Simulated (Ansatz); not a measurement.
**Ge$_{4}$H$_{10}$O: geometry relaxation**

- system: Ge$_{4}$H$_{10}$O
- method: RKS PBE0-D4/def2-TZVP (Ansatz 0.2.0)

Figures and captions count atoms from 1; the log counts them from 0 in places.

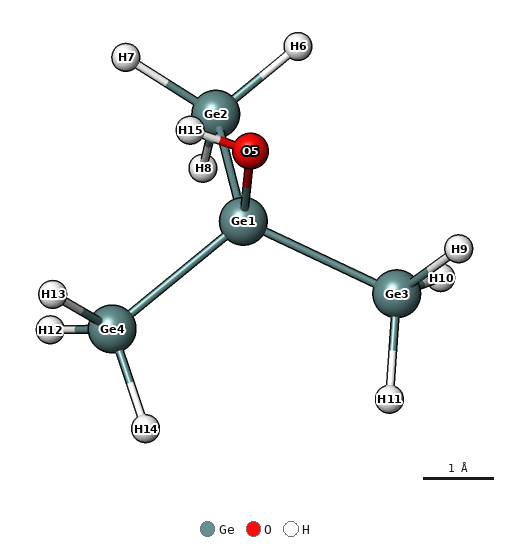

*The input geometry (ball-and-stick view, seen at a tilt; atoms are numbered from 1 in the order of the input). Sticks mark near contacts.*

Bond lengths as drawn: Ge–Ge 2.43 to 2.44 Å, Ge–H 1.54 to 1.55 Å, Ge–O 1.80 Å and H–O 0.96 Å.

**Input file**
```yaml
crystal:
  periodic: [false, false, false]
  atoms:
    - {symbol: Ge, position_ang: [-0.215361, -0.496083, -0.496752]}
    - {symbol: Ge, position_ang: [1.915334, -1.094194, 0.539722]}
    - {symbol: Ge, position_ang: [-0.013822, 1.429960, -1.968917]}
    - {symbol: Ge, position_ang: [-1.977322, -0.351115, 1.188710]}
    - {symbol: O, position_ang: [-0.636601, -1.832745, -1.633036]}
    - {symbol: H, position_ang: [3.051752, -1.171081, -0.492459]}
    - {symbol: H, position_ang: [1.812571, -2.443441, 1.273552]}
    - {symbol: H, position_ang: [2.331251, -0.043124, 1.599426]}
    - {symbol: H, position_ang: [-0.087854, 0.931470, -3.420203]}
    - {symbol: H, position_ang: [1.331880, 2.136649, -1.743239]}
    - {symbol: H, position_ang: [-1.152384, 2.427506, -1.708559]}
    - {symbol: H, position_ang: [-1.390045, -0.259507, 2.606358]}
    - {symbol: H, position_ang: [-2.817508, -1.640940, 1.095963]}
    - {symbol: H, position_ang: [-2.895322, 0.855495, 0.943428]}
    - {symbol: H, position_ang: [-0.961945, -2.609682, -1.172007]}
basis:
  gaussian: {orbitals: def2-TZVP}
hamiltonian: {xc: pbe0, dispersion: d4}
relax: {f_tol: 0.005, max_steps: 200}
```

Launch command:
```bash
ansatz run in.yaml --threads 4 --pin off --events-out ev --progress --plain --max-ram 66560MiB --backend cuda --devices 0, --max-vram 37GiB
```

**Output**
```
Functional definition: PBE0
  name "PBE0"
  cite "Adamo & Barone, J. Chem. Phys. 110, 6158 (1999) doi:10.1063/1.478522"
  cite "Perdew, Burke & Ernzerhof, Phys. Rev. Lett. 77, 3865 (1996) doi:10.1103/PhysRevLett.77.3865"
  parent pbe
  parameter a = 0.25
  parameter kappa = 0.804
  parameter beta = 0.06672455060314922
  exchange = (1 - a)*pbe_x(kappa = kappa, mu = beta*pi^2/3) + a*exact_x
  correlation = pbe_c(beta = beta)
2195 factors; their error is unknown
mean field evaluation 1: about -228247.7504 eV, gradient 6.1e1 eV
mean field evaluation 2: about -228227.4458 eV, gradient 1.2e2 eV
mean field evaluation 4: about -228253.0557 eV, gradient 5.9e0 eV
mean field evaluation 8: about -228253.0891 eV, gradient 8.1e-2 eV
mean field evaluation 16: about -228254.1687 eV, gradient 1.2e-4 eV
mean field -228254.16866260 eV, -8388.1859821181 hartree, gradient 3.8e-5 eV, S^2 0.000000; 0 other end points of the search recorded, 0 dependent functions left out
the calculation of the forces begins
reference -228254.16870654 eV, -8388.1859837328 hartree; 73, 73 occupied and 210, 210 virtual orbitals, 2195 factors
relax step   1: F+E_penalty+E_count = -228254.52397580 eV  Δ(F+E_penalty+E_count) = +0.000e0 eV  max|allowed force component| = 2.031e-1 eV/Å  Δτ_max = 0.0000 Å  (29 SCF iters, accepted)
these checks for a lower state are left out or cut short: starts, cluster_reference, orbital_swaps, neighbouring_geometries, increment
2195 factors; their error is unknown
mean field -228254.14828198 eV, -8388.1852331441 hartree, gradient 1.8e-5 eV, S^2 0.000000; 0 other end points of the search recorded, 0 dependent functions left out
[... from here on the field's lines of each further geometry are left out, up to the last ...]
relax step   2: F+E_penalty+E_count = -228254.50415199 eV  Δ(F+E_penalty+E_count) = +1.982e-2 eV  max|allowed force component| = 5.859e-1 eV/Å  Δτ_max = 0.1465 Å  (31 SCF iters, rejected (line search))
relax step   3: F+E_penalty+E_count = -228254.52946855 eV  Δ(F+E_penalty+E_count) = -5.493e-3 eV  max|allowed force component| = 2.683e-1 eV/Å  Δτ_max = 0.0712 Å  (31 SCF iters, accepted)
relax step   4: F+E_penalty+E_count = -228254.53528966 eV  Δ(F+E_penalty+E_count) = -5.821e-3 eV  max|allowed force component| = 3.800e-2 eV/Å  Δτ_max = 0.1000 Å  (31 SCF iters, accepted)
relax step   5: F+E_penalty+E_count = -228254.54019851 eV  Δ(F+E_penalty+E_count) = -4.909e-3 eV  max|allowed force component| = 2.769e-2 eV/Å  Δτ_max = 0.0950 Å  (31 SCF iters, accepted)
relax step   6: F+E_penalty+E_count = -228254.54011134 eV  Δ(F+E_penalty+E_count) = +8.718e-5 eV  max|allowed force component| = 3.375e-1 eV/Å  Δτ_max = 0.1957 Å  (30 SCF iters, rejected (line search))
relax step   7: F+E_penalty+E_count = -228254.54181244 eV  Δ(F+E_penalty+E_count) = -1.614e-3 eV  max|allowed force component| = 9.058e-2 eV/Å  Δτ_max = 0.0978 Å  (29 SCF iters, accepted)
relax step   8: F+E_penalty+E_count = -228254.54683518 eV  Δ(F+E_penalty+E_count) = -5.023e-3 eV  max|allowed force component| = 9.685e-2 eV/Å  Δτ_max = 0.0964 Å  (31 SCF iters, accepted)
relax step   9: F+E_penalty+E_count = -228254.54891160 eV  Δ(F+E_penalty+E_count) = -2.076e-3 eV  max|allowed force component| = 1.138e-1 eV/Å  Δτ_max = 0.0519 Å  (31 SCF iters, accepted)
relax step  10: F+E_penalty+E_count = -228254.55177045 eV  Δ(F+E_penalty+E_count) = -2.859e-3 eV  max|allowed force component| = 1.428e-1 eV/Å  Δτ_max = 0.0756 Å  (31 SCF iters, accepted)
relax step  11: F+E_penalty+E_count = -228254.55458261 eV  Δ(F+E_penalty+E_count) = -2.812e-3 eV  max|allowed force component| = 1.795e-1 eV/Å  Δτ_max = 0.1120 Å  (31 SCF iters, accepted)
relax step  12: F+E_penalty+E_count = -228254.55840606 eV  Δ(F+E_penalty+E_count) = -3.823e-3 eV  max|allowed force component| = 1.428e-1 eV/Å  Δτ_max = 0.0559 Å  (31 SCF iters, accepted)
relax step  13: F+E_penalty+E_count = -228254.56309883 eV  Δ(F+E_penalty+E_count) = -4.693e-3 eV  max|allowed force component| = 9.020e-2 eV/Å  Δτ_max = 0.0723 Å  (31 SCF iters, accepted)
relax step  14: F+E_penalty+E_count = -228254.56603152 eV  Δ(F+E_penalty+E_count) = -2.933e-3 eV  max|allowed force component| = 1.676e-1 eV/Å  Δτ_max = 0.1122 Å  (31 SCF iters, accepted)
relax step  15: F+E_penalty+E_count = -228254.56827903 eV  Δ(F+E_penalty+E_count) = -2.248e-3 eV  max|allowed force component| = 1.267e-1 eV/Å  Δτ_max = 0.1129 Å  (31 SCF iters, accepted)
relax step  16: F+E_penalty+E_count = -228254.57015757 eV  Δ(F+E_penalty+E_count) = -1.879e-3 eV  max|allowed force component| = 9.567e-2 eV/Å  Δτ_max = 0.0413 Å  (32 SCF iters, accepted)
relax step  17: F+E_penalty+E_count = -228254.57208437 eV  Δ(F+E_penalty+E_count) = -1.927e-3 eV  max|allowed force component| = 3.721e-2 eV/Å  Δτ_max = 0.0299 Å  (32 SCF iters, accepted)
relax step  18: F+E_penalty+E_count = -228254.57334287 eV  Δ(F+E_penalty+E_count) = -1.258e-3 eV  max|allowed force component| = 5.860e-2 eV/Å  Δτ_max = 0.0744 Å  (31 SCF iters, accepted)
relax step  19: F+E_penalty+E_count = -228254.57400428 eV  Δ(F+E_penalty+E_count) = -6.614e-4 eV  max|allowed force component| = 7.531e-2 eV/Å  Δτ_max = 0.0998 Å  (31 SCF iters, accepted)
relax step  20: F+E_penalty+E_count = -228254.57448548 eV  Δ(F+E_penalty+E_count) = -4.812e-4 eV  max|allowed force component| = 5.923e-2 eV/Å  Δτ_max = 0.0182 Å  (32 SCF iters, accepted)
relax step  21: F+E_penalty+E_count = -228254.57483860 eV  Δ(F+E_penalty+E_count) = -3.531e-4 eV  max|allowed force component| = 1.980e-2 eV/Å  Δτ_max = 0.0256 Å  (32 SCF iters, accepted)
relax step  22: F+E_penalty+E_count = -228254.57499715 eV  Δ(F+E_penalty+E_count) = -1.585e-4 eV  max|allowed force component| = 1.494e-2 eV/Å  Δτ_max = 0.0312 Å  (32 SCF iters, accepted)
relax step  23: F+E_penalty+E_count = -228254.57503075 eV  Δ(F+E_penalty+E_count) = -3.360e-5 eV  max|allowed force component| = 2.459e-2 eV/Å  Δτ_max = 0.0356 Å  (32 SCF iters, accepted)
relax step  24: F+E_penalty+E_count = -228254.57506070 eV  Δ(F+E_penalty+E_count) = -2.995e-5 eV  max|allowed force component| = 1.898e-2 eV/Å  Δτ_max = 0.0028 Å  (24 SCF iters, accepted)
relax step  25: F+E_penalty+E_count = -228254.57507082 eV  Δ(F+E_penalty+E_count) = -1.012e-5 eV  max|allowed force component| = 9.540e-3 eV/Å  Δτ_max = 0.0019 Å  (21 SCF iters, accepted)
relax step  26: F+E_penalty+E_count = -228254.57507918 eV  Δ(F+E_penalty+E_count) = -8.362e-6 eV  max|allowed force component| = 6.513e-3 eV/Å  Δτ_max = 0.0077 Å  (25 SCF iters, accepted)
relax step  27: F+E_penalty+E_count = -228254.57508207 eV  Δ(F+E_penalty+E_count) = -2.884e-6 eV  max|allowed force component| = 7.738e-3 eV/Å  Δτ_max = 0.0046 Å  (24 SCF iters, accepted)
relax step  28: F+E_penalty+E_count = -228254.57508399 eV  Δ(F+E_penalty+E_count) = -1.921e-6 eV  max|allowed force component| = 5.186e-3 eV/Å  Δτ_max = 0.0021 Å  (24 SCF iters, accepted)
the calculation of the forces begins
reference -228254.21877977 eV, -8388.1878238902 hartree; 73, 73 occupied and 210, 210 virtual orbitals, 2195 factors
relax step  29: F+E_penalty+E_count = -228254.57508555 eV  Δ(F+E_penalty+E_count) = -1.568e-6 eV  max|allowed force component| = 1.317e-3 eV/Å  Δτ_max = 0.0016 Å  (20 SCF iters, accepted)
2195 factors; their error is unknown
mean field evaluation 224: about -228254.2187 eV, gradient 3.8e-5 eV
```

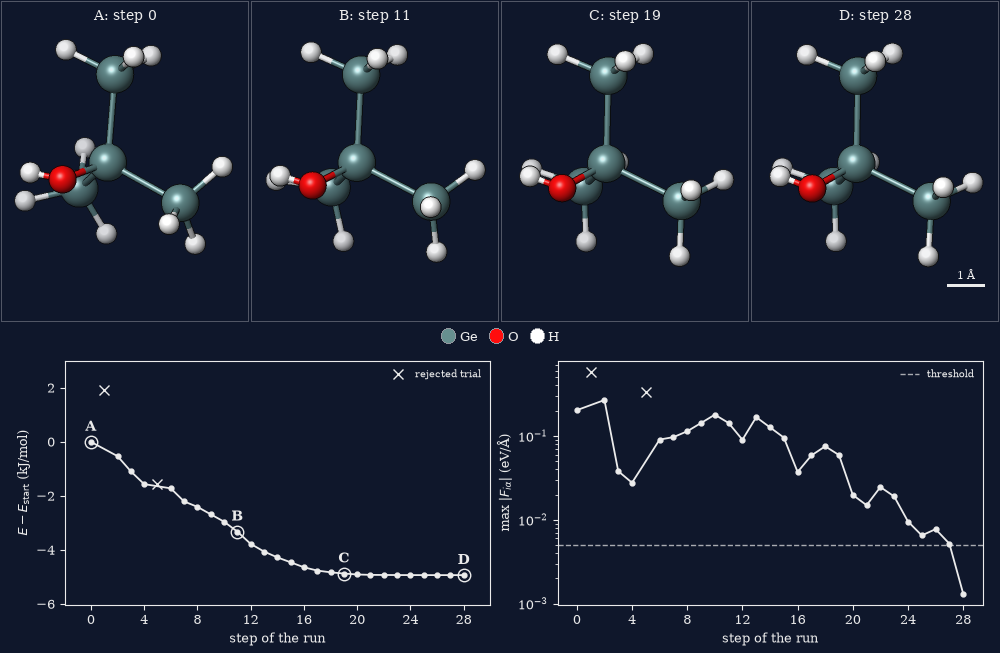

*Frames of the relaxation (ball-and-stick view, seen at a tilt) above the curves, on which the letters mark them (the first geometry is step 0 here and step 1 in the log).*

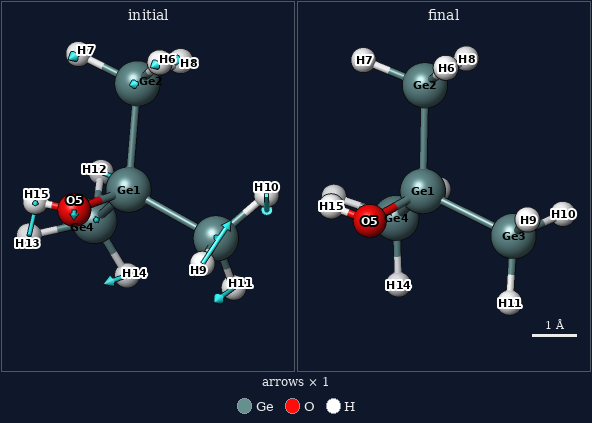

*Before (left) and after (right) the relaxation, at one scale (ball-and-stick view, seen at a tilt). The teal arrows give the displacements, at true length.*

The largest move after the best rigid fit is that of H9, 1.22 Å. By element the largest moves are H 1.22 Å, Ge 0.26 Å, O 0.26 Å. Distances before and after: Ge2–H8 1.549 → 1.538 Å, Ge1–Ge3 2.433 → 2.426 Å, Ge1–Ge2 2.444 → 2.439 Å. Among the angles that change: Ge3–Ge1–Ge4 115.5° → 112.2°, Ge2–Ge1–O5 106.8° → 109.1°, Ge1–Ge3–H9 108.1° → 110.4°. The energy falls by 4.93 kJ/mol in 28 geometry steps. Largest force component: 0.2 eV/Å at the start, 0.0013 eV/Å at the end. The line search rejected the trial steps at points 1, 5 (counted from 0) and went back. (Atoms are counted from 1 in the order of the input.)

```
mean field -228254.21873484 eV, -8388.1878222389 hartree, gradient 5.8e-5 eV, S^2 0.000000; 1 other end points of the search recorded, 0 dependent functions left out
the calculation of the forces begins
reference -228254.21877977 eV, -8388.1878238902 hartree; 73, 73 occupied and 210, 210 virtual orbitals, 2195 factors
Total energy: -228254.57513049 eV, -8388.2009195376 hartree
Atom 0 at    -0.256448    -0.526369    -0.521094 Å, force    -0.000713    -0.001317    -0.000682 eV/Å
Atom 1 at     1.868507    -1.316816     0.376743 Å, force     0.000023     0.000182     0.000174 eV/Å
Atom 2 at     0.006677     1.479344    -1.860039 Å, force     0.000310    -0.000007     0.000405 eV/Å
Atom 3 at    -1.884310    -0.229281     1.269981 Å, force     0.000265     0.000145     0.000318 eV/Å
Atom 4 at    -0.887319    -1.738644    -1.696622 Å, force     0.000331     0.000464     0.000521 eV/Å
Atom 5 at     2.929624    -1.414384    -0.731399 Å, force     0.000068    -0.000008     0.000016 eV/Å
Atom 6 at     1.685248    -2.709808     1.006895 Å, force    -0.000042     0.000085    -0.000127 eV/Å
Atom 7 at     2.370377    -0.352198     1.465127 Å, force     0.000017    -0.000025    -0.000040 eV/Å
Atom 8 at     1.004187     1.232471    -3.001817 Å, force    -0.000334     0.000399     0.000152 eV/Å
Atom 9 at     0.546170     2.605185    -0.960880 Å, force    -0.000142    -0.000352    -0.000684 eV/Å
Atom 10 at    -1.345874     1.913644    -2.444482 Å, force     0.000238    -0.000120    -0.000043 eV/Å
Atom 11 at    -1.321396     0.724019     2.338288 Å, force     0.000064    -0.000204     0.000103 eV/Å
Atom 12 at    -2.184174    -1.584953     1.935769 Å, force    -0.000133    -0.000242    -0.000101 eV/Å
Atom 13 at    -3.198974     0.352196     0.725073 Å, force    -0.000159     0.000309    -0.000214 eV/Å
Atom 14 at    -1.037672    -2.595239    -1.289555 Å, force     0.000207     0.000691     0.000202 eV/Å
Dipole moment:     0.032351    -0.062272     0.211313 e Å
```

**Trajectory as extended XYZ (Å, eV, eV/Å), 7 of the 29 frames kept, from step=1 to step=29**
```
15
Properties=species:S:1:pos:R:3:forces:R:3 step=1 energy=-228254.52398
Ge   -0.2154   -0.4961   -0.4968    0.1524  -0.1228   0.0342
Ge    1.9153   -1.0942    0.5397    0.1019   0.1809   0.2031
Ge   -0.0138    1.4300   -1.9689   -0.0226  -0.0523  -0.0318
Ge   -1.9773   -0.3511    1.1887   -0.0175  -0.0422  -0.0394
O    -0.6366   -1.8327   -1.6330   -0.0607   0.0373  -0.0302
H     3.0518   -1.1711   -0.4925   -0.0303  -0.0361  -0.0540
H     1.8126   -2.4434    1.2736   -0.0364  -0.0423  -0.0479
H     2.3313   -0.0431    1.5994   -0.0913  -0.0518  -0.1070
H    -0.0879    0.9315   -3.4202    0.0025   0.0187   0.0206
H     1.3319    2.1366   -1.7432    0.0014   0.0151   0.0203
H    -1.1524    2.4275   -1.7086   -0.0062   0.0276  -0.0020
H    -1.3900   -0.2595    2.6064    0.0094   0.0253   0.0048
H    -2.8175   -1.6409    1.0960    0.0091   0.0271   0.0101
H    -2.8953    0.8555    0.9434   -0.0208   0.0145   0.0124
H    -0.9619   -2.6097   -1.1720    0.0091   0.0011   0.0068
15
Properties=species:S:1:pos:R:3:forces:R:3 step=6 energy=-228254.54011 accepted=F
Ge   -0.2285   -0.5455   -0.5240   -0.0212  -0.0614  -0.0457
Ge    1.8964   -1.1622    0.5013    0.0162   0.0215   0.0043
Ge   -0.0100    1.4404   -1.9119    0.0556   0.0627  -0.0795
Ge   -1.9478   -0.3115    1.1942   -0.1123  -0.0354   0.1242
O    -0.7516   -1.8175   -1.6950   -0.0224  -0.2430   0.1937
H     3.0084   -1.2830   -0.5530    0.0039   0.0018  -0.0086
H     1.7733   -2.5068    1.2390   -0.0075  -0.0181   0.0108
H     2.2958   -0.0805    1.5238   -0.0164  -0.0256  -0.0270
H     0.1879    1.0225   -3.3856   -0.0136   0.0495   0.1548
H     1.2174    2.2591   -1.4436   -0.1346  -0.0692  -0.0493
H    -1.2698    2.3234   -1.7882    0.0899  -0.0509  -0.0225
H    -1.3125    0.1360    2.5363   -0.0960  -0.0435  -0.1683
H    -2.6329   -1.6891    1.4099    0.0903   0.2061  -0.0178
H    -3.0200    0.7240    0.7754    0.1107  -0.1321   0.0638
H    -0.9113   -2.6700   -1.2665    0.0573   0.3375  -0.1330
15
Properties=species:S:1:pos:R:3:forces:R:3 step=10 energy=-228254.55177
Ge   -0.2194   -0.5293   -0.5107   -0.0403  -0.0222  -0.0606
Ge    1.9043   -1.1896    0.4890    0.0055   0.0040   0.0076
Ge   -0.0034    1.4488   -1.9074    0.0156   0.0781  -0.0402
Ge   -1.9420   -0.3080    1.2048   -0.0797  -0.0022   0.0858
O    -0.7615   -1.7805   -1.6934   -0.0106  -0.1261   0.1077
H     3.0020   -1.3152   -0.5802   -0.0028  -0.0009   0.0012
H     1.7567   -2.5434    1.2076    0.0039   0.0011  -0.0007
H     2.3334   -0.1316    1.5230   -0.0119  -0.0198  -0.0197
H     0.3071    1.0260   -3.3568   -0.0126   0.0240   0.1071
H     1.1487    2.3295   -1.3773   -0.0785  -0.0401  -0.0325
H    -1.3069    2.2741   -1.8814    0.0841  -0.0496  -0.0088
H    -1.3348    0.2475    2.5123   -0.0467  -0.0290  -0.0859
H    -2.5458   -1.7022    1.5019    0.0592   0.1157  -0.0238
H    -3.0780    0.6324    0.7462    0.0837  -0.0756   0.0302
H    -0.9659   -2.6194   -1.2658    0.0311   0.1428  -0.0675
15
Properties=species:S:1:pos:R:3:forces:R:3 step=15 energy=-228254.56828
Ge   -0.2485   -0.5316   -0.5217    0.0720   0.0573   0.0710
Ge    1.8805   -1.2634    0.4172    0.0103  -0.0182   0.0016
Ge    0.0130    1.4691   -1.8709    0.0356   0.1087  -0.0559
Ge   -1.9135   -0.2695    1.2410    0.0001   0.0003   0.0359
O    -0.8371   -1.7580   -1.6980   -0.0140   0.0451  -0.0964
H     2.9564   -1.3790   -0.6749   -0.0040   0.0010  -0.0072
H     1.7261   -2.6355    1.0991   -0.0103   0.0001  -0.0073
H     2.3550   -0.2516    1.4738    0.0001   0.0147   0.0089
H     0.7271    1.1222   -3.1954   -0.0649   0.0366   0.1267
H     0.8660    2.4989   -1.0912   -0.0903  -0.1058  -0.0760
H    -1.3645    2.0959   -2.1731    0.1024  -0.0384   0.0052
H    -1.3479    0.5787    2.3978   -0.0213  -0.0325  -0.0505
H    -2.3004   -1.6568    1.7947    0.0121   0.0484  -0.0159
H    -3.1764    0.4131    0.6892   -0.0009  -0.0080   0.0196
H    -1.0411   -2.5934   -1.2756   -0.0270  -0.1094   0.0404
15
Properties=species:S:1:pos:R:3:forces:R:3 step=20 energy=-228254.57448
Ge   -0.2538   -0.5279   -0.5221   -0.0106  -0.0445  -0.0112
Ge    1.8705   -1.3046    0.3884    0.0082   0.0057   0.0014
Ge    0.0088    1.4791   -1.8588   -0.0024   0.0309  -0.0241
Ge   -1.8922   -0.2405    1.2606   -0.0055   0.0053  -0.0096
O    -0.8745   -1.7454   -1.7006    0.0035  -0.0163   0.0455
H     2.9333   -1.4108   -0.7172    0.0030  -0.0004  -0.0002
H     1.6945   -2.6902    1.0362   -0.0045  -0.0011  -0.0015
H     2.3672   -0.3240    1.4655   -0.0023  -0.0036  -0.0048
H     0.9278    1.2007   -3.0599   -0.0178   0.0071   0.0228
H     0.6443    2.5797   -0.9881   -0.0166  -0.0299  -0.0148
H    -1.3595    1.9716   -2.3606    0.0329  -0.0113   0.0074
H    -1.3327    0.6982    2.3435   -0.0025  -0.0003  -0.0003
H    -2.2059   -1.6017    1.9086    0.0001   0.0015  -0.0003
H    -3.1974    0.3549    0.7070    0.0016  -0.0023   0.0093
H    -1.0357   -2.5999   -1.2905    0.0129   0.0592  -0.0195
15
Properties=species:S:1:pos:R:3:forces:R:3 step=24 energy=-228254.57506
Ge   -0.2545   -0.5253   -0.5209    0.0005   0.0041   0.0023
Ge    1.8692   -1.3166    0.3790    0.0001  -0.0014  -0.0012
Ge    0.0067    1.4806   -1.8600    0.0027   0.0046  -0.0008
Ge   -1.8854   -0.2310    1.2681    0.0032   0.0004   0.0007
O    -0.8837   -1.7376   -1.6970    0.0021   0.0131  -0.0076
H     2.9299   -1.4191   -0.7290    0.0004   0.0004   0.0001
H     1.6828   -2.7080    1.0120    0.0002   0.0012  -0.0004
H     2.3732   -0.3509    1.4654   -0.0002   0.0007   0.0006
H     0.9913    1.2301   -3.0124   -0.0023  -0.0001   0.0036
H     0.5612    2.6030   -0.9652   -0.0023  -0.0035  -0.0027
H    -1.3495    1.9229   -2.4305    0.0026  -0.0010   0.0011
H    -1.3276    0.7255    2.3362   -0.0001  -0.0005  -0.0003
H    -2.1817   -1.5869    1.9350   -0.0002  -0.0002  -0.0002
H    -3.2009    0.3452    0.7199   -0.0025   0.0013  -0.0003
H    -1.0363   -2.5928   -1.2887   -0.0042  -0.0190   0.0051
15
Properties=species:S:1:pos:R:3:forces:R:3 step=29 energy=-228254.57509
Ge   -0.2564   -0.5264   -0.5211   -0.0007  -0.0013  -0.0007
Ge    1.8685   -1.3168    0.3767    0.0000   0.0002   0.0002
Ge    0.0067    1.4793   -1.8600    0.0003   0.0000   0.0004
Ge   -1.8843   -0.2293    1.2700    0.0003   0.0001   0.0003
O    -0.8873   -1.7386   -1.6966    0.0003   0.0005   0.0005
H     2.9296   -1.4144   -0.7314    0.0001   0.0000   0.0000
H     1.6852   -2.7098    1.0069    0.0000   0.0001  -0.0001
H     2.3704   -0.3522    1.4651    0.0000   0.0000   0.0000
H     1.0042    1.2325   -3.0018   -0.0003   0.0004   0.0002
H     0.5462    2.6052   -0.9609   -0.0001  -0.0004  -0.0007
H    -1.3459    1.9136   -2.4445    0.0002  -0.0001   0.0000
H    -1.3214    0.7240    2.3383    0.0001  -0.0002   0.0001
H    -2.1842   -1.5850    1.9358   -0.0001  -0.0002  -0.0001
H    -3.1990    0.3522    0.7251   -0.0002   0.0003  -0.0002
H    -1.0377   -2.5952   -1.2896    0.0002   0.0007   0.0002
```

**Key numbers**

```tsv
quantity	value
outcome	converged
total energy	−228254.5751 eV
mean-field energy	−228254.2188 eV
dispersion energy	−0.3564 eV
SCF solution under orbital rotations	stable
largest force (length of the vector) at the end	0.002 eV/Å
dipole moment	1.07 D
hardware	4 CPU threads, shared host
wall time	93 s (CPU time 2.1 min)
peak memory	1.1 GiB
```
